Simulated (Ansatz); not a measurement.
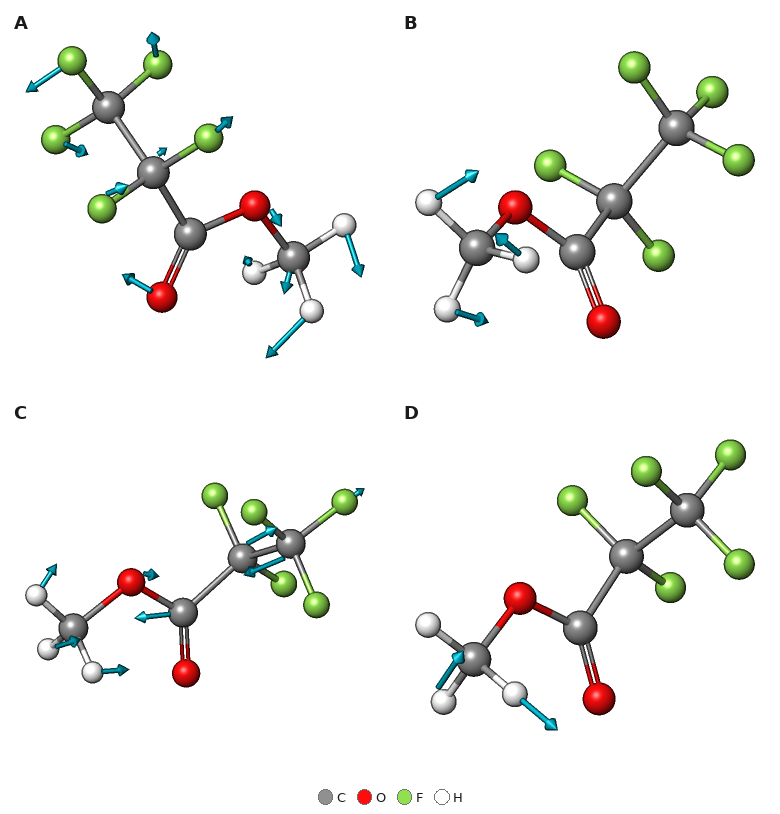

4 normal modes of one molecule or complex, as arrows. Harmonic vibrations computed with RKS PBE0-D4/def2-TZVP (Ansatz 0.2.0) at a stationary point of the same level.

### Match the panels to the wavenumbers 61 cm⁻¹, 1328 cm⁻¹, 1480 cm⁻¹, 3158 cm⁻¹.

A: 61 cm⁻¹, a torsion or out-of-plane motion in which bond lengths and bond angles hardly change
B: 1480 cm⁻¹, H–C–H bending
C: 1328 cm⁻¹
D: 3158 cm⁻¹, out-of-phase stretching of 2 C–H bonds
